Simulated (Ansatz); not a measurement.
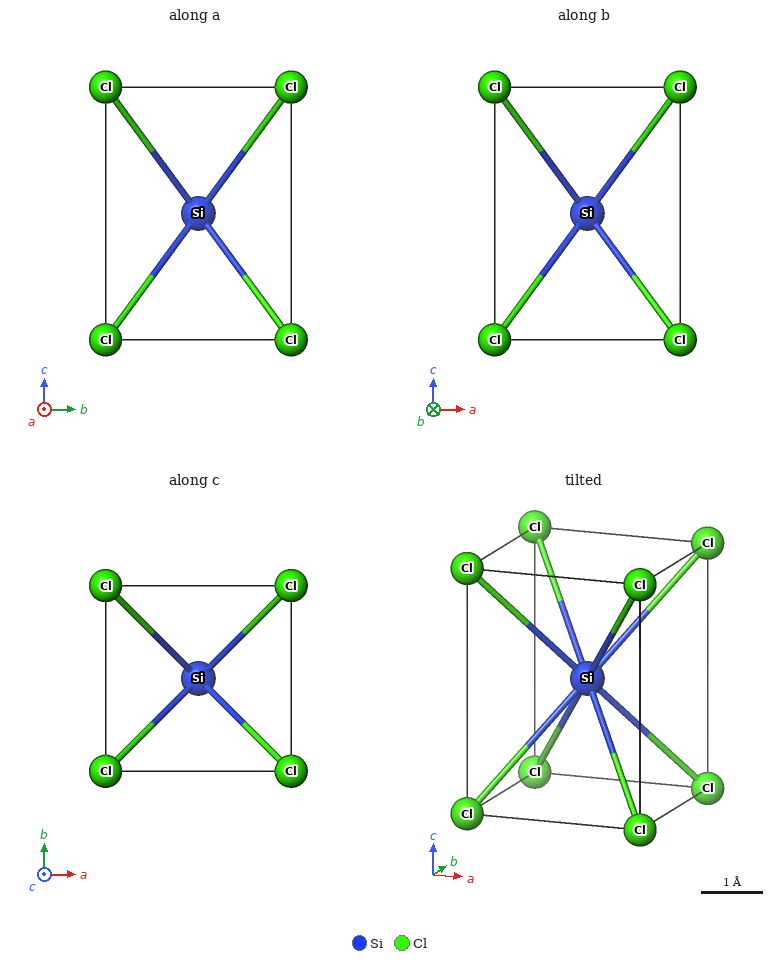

Ball-and-stick representation of a periodic structure, projected along the a axis, along the b axis, along the c axis and slightly off an axis. The conventional unit cell is drawn as a box.

Lattice parameters: a = 3.060 Å, b = 3.060 Å, c = 4.165 Å, α = 90.00°, β = 90.00°, γ = 90.00°.

Write down what is shown as a table of Wyckoff sites.

Answer. Space group P4/mmm (No. 123).
```csv
atom,site,x,y,z
Si,1d,0.5000,0.5000,0.5000
Cl,1a,0.0000,0.0000,0.0000
```

The cell started as a structure type filled with these elements by a generator (whether the compound takes this form wasn't checked). A relaxation with Ansatz 0.2.0, DFT PBE, scalar-relativistic, plane waves, PAW gave the geometry drawn.
